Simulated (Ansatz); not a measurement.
F$_{2}$H$_{3}$NOSi

| atom | x (Å) | y (Å) | z (Å) |
| --- | --- | --- | --- |
| Si | -0.1762 | -0.1475 | 0.0060 |
| O | -0.3949 | -0.3672 | 1.6782 |
| H | -0.3512 | 0.3696 | 2.3204 |
| F | 1.4319 | 0.0864 | -0.4638 |
| F | -0.8818 | 1.3308 | -0.4368 |
| N | -0.8163 | -1.5601 | -0.7350 |
| H | -1.4497 | -2.1654 | -0.2231 |
| H | -0.5920 | -1.8514 | -1.6792 |

Level of theory: RKS PBE-D4/6-31G (Ansatz).

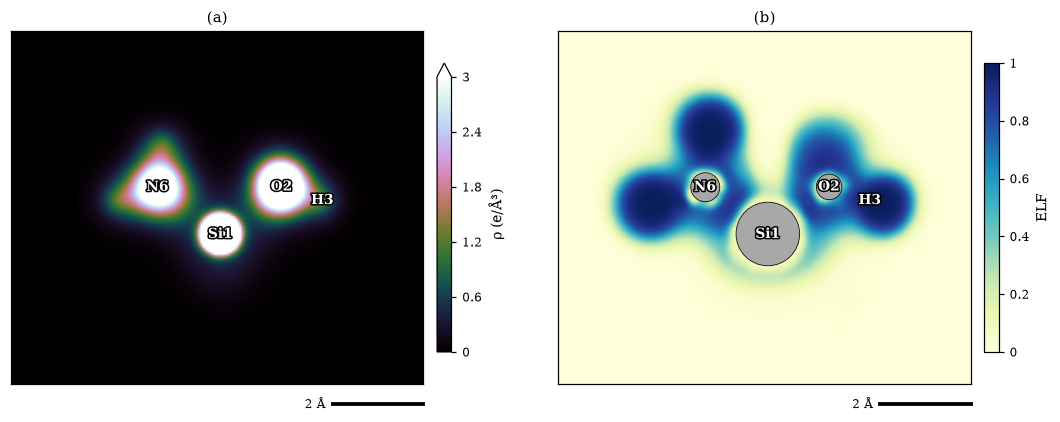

Figure 1. (a) electron density; (b) electron localisation function on the plane of atoms O2, Si1 and N6. Grey discs cover the atomic cores in the ELF map.

Q: What does the map show?

A:
- The section cuts through Si, O, H and N sites.
- Si–O (1.70 Å): ρ at the midpoint is about 0.86 e/Å³; the ELF peaks at about 0.85 between the atoms (a polar covalent bond).
- Si–N (1.72 Å): ρ at the midpoint is about 0.96 e/Å³; the ELF peaks at about 0.85 between the atoms (a polar covalent bond).
- O–H (0.98 Å): ρ is about 3.4 e/Å³ halfway; the ELF climbs to about 1 towards the hydrogen, as it does in any bond to H: an ordinary covalent bond to hydrogen.
- The ELF also peaks beside O2, away from the bonds: lone-pair regions.

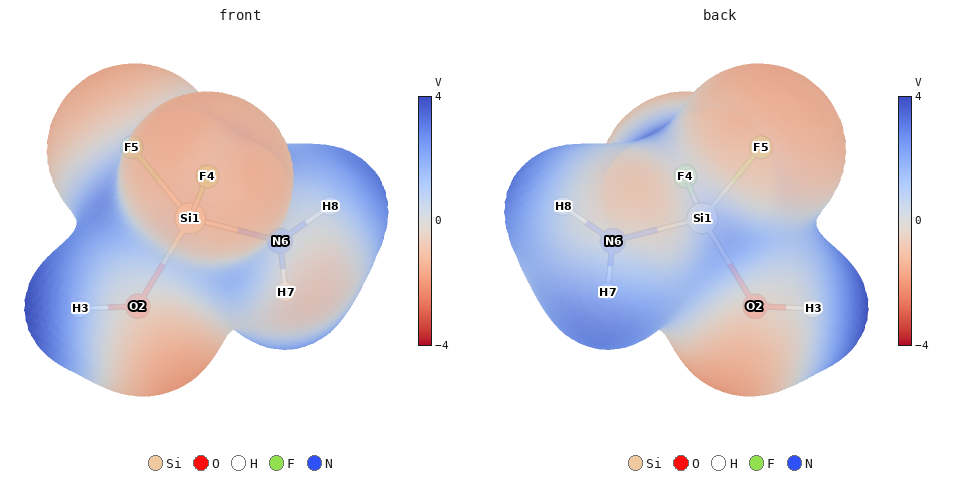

Figure 2. The electrostatic potential painted on the density surface at 0.004 e/bohr³, seen from the front and from behind; the colour scale runs from red (negative) to blue (positive).

Q: Which sites attract a positive test charge, and which a negative one?

A: A positive charge is drawn to the negative regions and a negative charge to the positive ones. The most negative region (about −1.7 V, or −39 kcal/mol for a unit charge) lies over O2, the most positive (about +3.8 V, or +88 kcal/mol for a unit charge) over H3. O2 is the likeliest acceptor of a hydrogen bond.

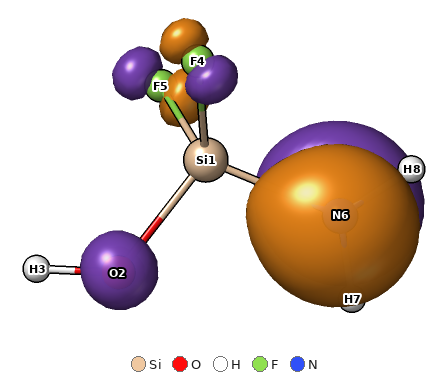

Figure 3. One frontier orbital at ±0.15 Å⁻³ᐟ² (orange and purple are the two phases), seen across its widest extent.

Q: Which orbital is it: HOMO or LUMO?

A: The HOMO, at −6.62 eV. It lies mainly on N6 (about 70 %); largely a lone pair of N6.
